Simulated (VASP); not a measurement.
Band structure of PtCl₂ (space group Pnnm). These are LDA (Ceperley-Alder, Perdew-Zunger), VASP's LDA PAW potentials (set 64) (plane waves; VASP) values and carry that method's errors.

The path is coarsely sampled, so an indirect gap can come out somewhat too large. Unless said otherwise, spin-orbit coupling is left out, though it shifts the bands of the heavy elements here.

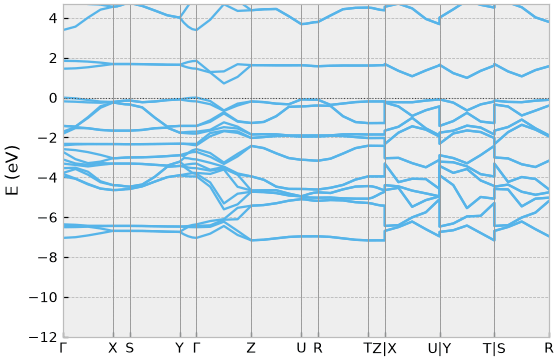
*Bands along high-symmetry lines, zero at the valence-band maximum or, without a gap, the Fermi level*

### Question
Read the plot: is there a gap, and where are the band edges?

### Answer
The gap is indirect, 0.71 eV, from the valence maximum at Γ to the conduction minimum at Γ-Z at 0.50.

The structure comes from a computed database's PtCl2 entry; how it stands against other phases isn't given here. The cell was not relaxed at this level.
